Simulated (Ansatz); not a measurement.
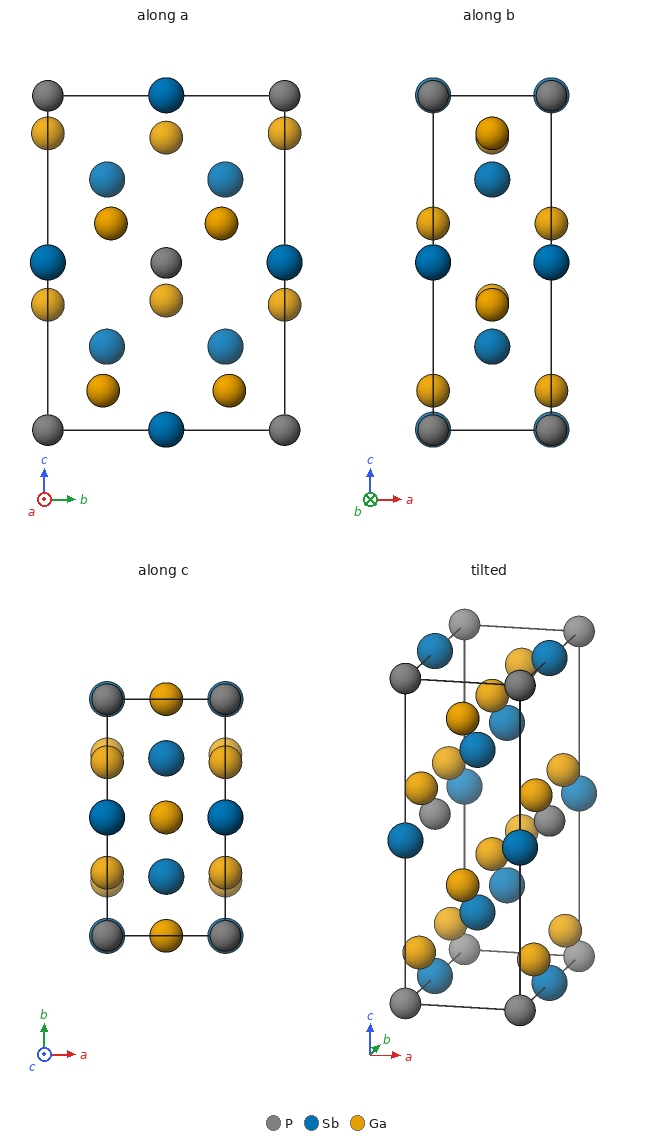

View along the a axis, along the b axis, along the c axis and slightly off an axis, drawn as a spheres-only model. The lines enclose the conventional unit cell; boundary atoms appear with their images.

Lattice parameters: a = 4.274 Å, b = 8.549 Å, c = 12.075 Å, α = 90.00°, β = 90.00°, γ = 90.00°.

**Record the structure as a table of Wyckoff sites, with free fractional coordinates to two decimals.**

Space group Amm2 (No. 38).
```
atom  site     x     y       z
   P    2a  0.00  0.50    0.50
  Sb    4e  0.50  0.25    0.75
  Sb    2a  0.00  0.50    0.00
  Ga    2b  0.50  0.50    0.39
  Ga    4d  0.00  0.77    0.12
  Ga    2b  0.50  0.50  0.8751
```

It goes back to a structure type filled with these elements by a generator (whether the compound takes this form wasn't checked). What is shown is the relaxed result from Ansatz, DFT, PBE, plane waves, PAW.
